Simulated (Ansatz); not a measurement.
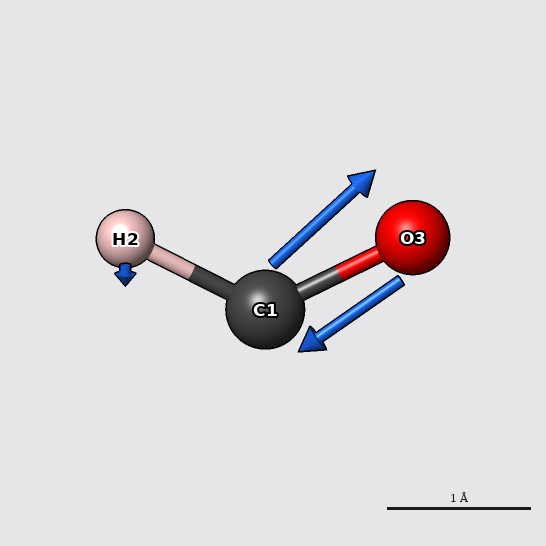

Arrows show the forces on the atoms, 1 Å of arrow for 1 eV/Å; forces under a tenth of the largest aren't drawn. Charge 0, doublet. Level of theory: UHF/def2-SVP (Ansatz).

**On which atom is the force largest, and how large is it?**

On C1: 1.01 eV/Å.

**Along which bond is the force strongest?**

C1–O3, now 1.161 Å: the forces pull its atoms together, so a first step downhill shortens it.

List the force components in the frame of the picture (x right, y up, z towards the viewer), in eV/Å.

| atom | Fx | Fy | Fz |
| --- | --- | --- | --- |
| C1 | 0.73 | 0.67 | 0.18 |
| H2 | 0.00 | −0.16 | −0.05 |
| O3 | −0.73 | −0.51 | −0.13 |
